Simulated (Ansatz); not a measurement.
# One shape, several levels: SiH4 (silane)

Aim: a comparison of 6 runs (UHF/3-21G, BLYP/6-31G, HSE06/6-31G, CCSDTQ/3-21G, CCSDTQ/6-31G, CCSD/3-21G) of SiH4 (silane). 

The calculation is run with Ansatz 0.2.0.

53 further runs of the same task are left out: 2 that didn't finish, 51 set aside as unsound or not needed.

## 1. The molecule

The species is SiH4 (5 atoms), meant as a singlet with charge 0. As SMILES, `[SiH4]`. The H2–Si1 distance was set to 3.711 Å, away from the relaxed value. At this shape a bond of the SMILES string is far longer than usual.

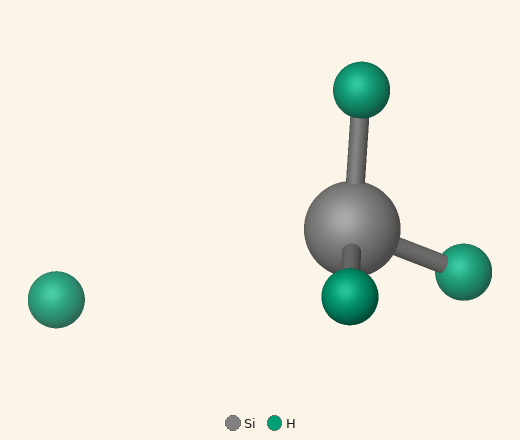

Viewed from a chosen angle; silicon grey, hydrogen teal.

## 2. A single-point energy at UHF/3-21G (run 1)

File in.yaml:

```yaml
crystal:
  periodic: [false, false, false]
  atoms:
    - symbol: Si
      position_ang: [-1.451406, 1.032605, -1.336606]
    - symbol: H
      position_ang: [0.967600, -0.688400, 0.890900]
    - symbol: H
      position_ang: [-2.782406, 1.077505, -0.680506]
    - symbol: H
      position_ang: [-1.556506, 0.292305, -2.619106]
    - symbol: H
      position_ang: [-0.982906, 2.416405, -1.600706]
basis:
  gaussian:
    orbitals: 3-21G.json
magnetization:
  spin_polarized: true
hamiltonian:
  xc: hf
accuracy: high
```

The basis set 3-21G is read from a file made from the Basis Set Exchange's data (not shown).

Command:

```
$ ansatz run in.yaml --threads 1 --pin off --max-ram 2610MiB --events-out events.jsonl --progress --plain --runs-dir runs
```

Log:

```text
Warning: RAYON_NUM_THREADS=1 ignored (pool sized by the plan → 1); use --threads N
Functional definition: HF
  name "HF"
  exchange = exact_x
  correlation = 0
410 factors; integrals over basis functions are off by at most 3.2e-9 eV
mean field evaluation 1: about -7875.2226 eV, gradient 9.1e0 eV
mean field evaluation 2: about -7875.2208 eV, gradient 9.1e0 eV
mean field evaluation 4: about -7876.4919 eV, gradient 9.4e-1 eV
mean field evaluation 8: about -7876.5032 eV, gradient 3.4e-4 eV
mean field evaluation 16: about -7876.5032 eV, gradient 3.0e-6 eV
mean field evaluation 32: about -7879.7963 eV, gradient 1.5e-8 eV
mean field -7879.79632975 eV, -289.5771740004 hartree, gradient 1.5e-8 eV, S^2 0.989301; 2 other end points of the search recorded, 0 dependent functions left out
reference -7879.79632975 eV, -289.5771740004 hartree; 9, 9 occupied and 12, 12 virtual orbitals, 410 factors
Total energy: -7879.79632975 eV, -289.5771740004 hartree
```

Run time: 0.16 s. Hardware: 1 thread of Arm Neoverse V1, shared host.

## 3. A single-point energy at BLYP/6-31G (run 2)

File molecule.yaml:

```yaml
crystal:
  periodic: [false, false, false]
  atoms:
    - symbol: Si
      position_ang: [-1.451406, 1.032605, -1.336606]
    - symbol: H
      position_ang: [0.967600, -0.688400, 0.890900]
    - symbol: H
      position_ang: [-2.782406, 1.077505, -0.680506]
    - symbol: H
      position_ang: [-1.556506, 0.292305, -2.619106]
    - symbol: H
      position_ang: [-0.982906, 2.416405, -1.600706]
basis:
  gaussian:
    orbitals: 6-31G
accuracy: high
hamiltonian:
  xc: {name: BLYP}
```

Command:

```
$ ansatz run molecule.yaml --threads 1 --pin off --max-ram 2610MiB --events-out events.jsonl --progress --plain --runs-dir runs
```

Log:

```text
Warning: RAYON_NUM_THREADS=1 ignored (pool sized by the plan → 1); use --threads N
Functional definition: BLYP
  name "BLYP"
  parameter beta = 0.0042
  parameter a = 0.04918
  parameter b = 0.132
  parameter c = 0.2533
  parameter d = 0.349
  exchange = b88_x(beta = beta)
  correlation = lyp_c(a = a, b = b, c = c, d = d)
465 factors; integrals over basis functions are off by at most 3.4e-9 eV
mean field evaluation 1: about -7934.8445 eV, gradient 1.5e1 eV
mean field evaluation 2: about -7925.5769 eV, gradient 2.3e1 eV
mean field evaluation 4: about -7936.0804 eV, gradient 4.5e0 eV
mean field evaluation 8: about -7936.0805 eV, gradient 4.5e0 eV
mean field evaluation 16: about -7936.1688 eV, gradient 1.2e-7 eV
mean field -7936.16883673 eV, -291.6488254214 hartree, gradient 1.2e-8 eV, S^2 0.000000; 0 other end points of the search recorded, 0 dependent functions left out
reference -7936.16888505 eV, -291.6488271970 hartree; 9, 9 occupied and 12, 12 virtual orbitals, 465 factors
Total energy: -7936.16888505 eV, -291.6488271970 hartree
```

Run time: 1 s. Hardware: 1 thread of Arm Neoverse V1, shared host.

Runs 3 to 5 aren't shown in full; the table further down has their settings and results.

## 4. A single-point energy at CCSD/3-21G (run 6)

in.yaml: that of step 2 with these lines changed.

```diff
@@ -16,6 +16,7 @@
     orbitals: 3-21G.json
-magnetization:
-  spin_polarized: true
-hamiltonian:
-  xc: hf
+correlation:
+  method: ccsd
+  frozen_orbitals: {H: 0, Si: 5}
 accuracy: high
+scf:
+  omitted_lower_state_checks: [cluster_reference, increment]
```

The basis set 3-21G is read from a file made from the Basis Set Exchange's data (not shown).

Command:

```
$ ansatz run in.yaml --threads 1 --pin off --max-ram 2610MiB --events-out events.jsonl --progress --plain --runs-dir runs
```

Log (excerpt; [...] marks lines left out):

```text
Warning: RAYON_NUM_THREADS=1 ignored (pool sized by the plan → 1); use --threads N
[... 2 set-up lines as earlier in the session ...]
[...]
410 factors; integrals over basis functions are off by at most 3.2e-9 eV
[...]
mean field -7876.50318680 eV, -289.4561532293 hartree, gradient 1.2e-8 eV, S^2 0.000000; 1 other end points of the search recorded, 0 dependent functions left out; unrestricted orbitals would lower it
5 core orbitals not correlated: weight in the atoms' cores, before any rotation towards them, 1.000 or more for the frozen orbitals, at most 0.000 for the correlated occupied ones
reference -7876.50318680 eV, -289.4561532293 hartree; 4, 4 occupied and 12, 12 virtual orbitals, 410 factors
second order -3.12392435 eV of doubles, -0.00000000 eV of singles
cycle   1  -3.05622846 eV  change    -1.0e0 eV  update   1.5e-1
[...]
cycle  26  -5.08950834 eV  change   1.0e-10 eV  update  6.8e-11
WARN: these amplitudes may be one of several solutions (largest doubles amplitude 0.75, level shift 6.37 eV)
Total energy: -7881.59269514 eV, -289.6431892110 hartree
Checks for a lower state left out: cluster_reference, increment
```

Wall time 0.16 s (1 thread of Arm Neoverse V1, shared host).

## 5. All runs side by side

| run | level | frozen core orbitals | energy (Eh) | wall time |
| --- | --- | --- | --- | --- |
| 1 | UHF/3-21G | – | -289.577174 | 0.16 s |
| 2 | BLYP/6-31G | – | -291.648827 | 1 s |
| 3 | HSE06/6-31G | – | -291.500930 | 1.1 s |
| 4 | CCSDTQ/3-21G | 5 | -289.649900 | 5.7 s |
| 5 | CCSDTQ/6-31G | 5 | -291.136848 | 6 s |
| 6 | CCSD/3-21G | 5 | -289.643189 | 0.16 s |

## 6. What came out

```
                                          quantity          value
                               run 6: total energy  -289.64319 Eh
run 6: correlation energy (5 core orbitals frozen)     -187.0 mEh
                              run 6: T1 diagnostic          0.050
```

In words: Below the UHF energy at the same shape and in the same basis (3-21G): CCSDTQ -72.7 mEh; CCSD -66.0 mEh. Some of these start from another determinant than that one, so these aren't their correlation energies. Totals of different functionals can't be ranked against each other. In run 6 the T1 diagnostic is large, so a single reference may not serve. In runs 4, 5, 6 the log says that unrestricted orbitals would lower the reference, so the values rest on an unstable closed-shell determinant (other closed-shell runs at this shape may share the fault). In runs 2, 3, 6 a closed-shell determinant meets a far-stretched bond, which it describes badly. Spin contamination of the reference: run 1 ⟨S²⟩ = 0.99. Where it is this large, the reference is a mixture of spin states, and values that rest on it are in doubt. All runs together took 14 s, the longest 6 s.
